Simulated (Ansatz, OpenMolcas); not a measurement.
A ladder of methods for [BH3]− (SMILES [BH3-])

[BH3]−: 4 atoms, total charge -1, spin state doublet. As SMILES, `[BH3-]`. The coordinates come from a GFN2-xTB relaxation.

```xyz
4

B     0.1504   -0.0373   -0.2338
H     0.9171    0.4526    0.6285
H    -0.2792   -1.1611    0.1184
H    -0.7883    0.7459   -0.5131
```

Quantity: the energy change with the B1–H3 bond stretched from 1.254 to 3.134 Å, in eV. The values are calculated.

```
                                 level                    kind     program  value (eV)  CPU time (all runs)
      UHF/6-31G* (spherical functions)            Hartree–Fock      Ansatz        3.29               0.33 s
   USVWN5/6-31G* (spherical functions)                     LDA      Ansatz        3.41                1.2 s
 U-revPBE/6-31G* (spherical functions)                     GGA      Ansatz        3.13                3.3 s
 U-r2SCAN/6-31G* (spherical functions)                meta-GGA      Ansatz        3.28                4.4 s
   UB3LYP/6-31G* (spherical functions)           global hybrid      Ansatz        3.30                2.9 s
U-wB97M-V/6-31G* (spherical functions)  range-separated hybrid      Ansatz        3.68                 24 s
  UB2PLYP/6-31G* (spherical functions)           double hybrid      Ansatz        3.54                3.1 s
 UCCSD(T)/6-31G* (spherical functions)   coupled cluster or CI      Ansatz        3.57               0.65 s
   UCCSDT/6-31G* (spherical functions)   coupled cluster or CI      Ansatz        3.51                2.9 s
                             FCI/3-21G      exact in the basis  OpenMolcas        3.45                 33 s
```

Sets without diffuse functions describe the anion poorly. The first shape isn't each level's own minimum. The values span 3.13 to 3.68 eV. Spin contamination of the reference (⟨S²⟩ at least 0.1 too high) touches UHF/6-31G*, USVWN5/6-31G*, U-revPBE/6-31G*, U-r2SCAN/6-31G*, UB3LYP/6-31G*, U-wB97M-V/6-31G*, UB2PLYP/6-31G*, UCCSD(T)/6-31G*, UCCSDT/6-31G*. The coupled-cluster rows rest on a doubtful reference here (large T1 or Brueckner and Hartree–Fock orbitals at odds), and rows may lie in different states. High-level rows in very small sets aren't better than simpler rows in larger ones. Times are those of the runs behind each value, whatever else they computed, on shared processors of several kinds: orders of magnitude only.

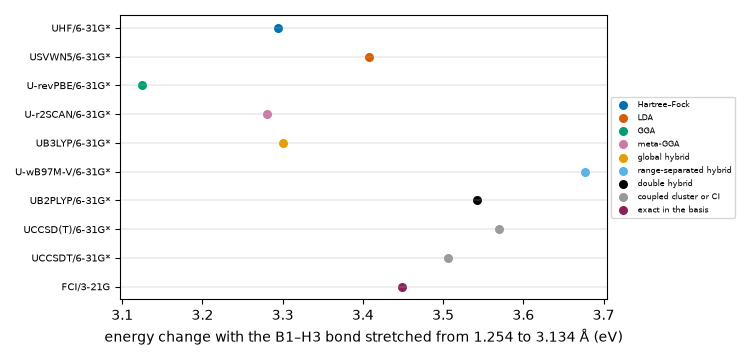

The values of the table, level by level.
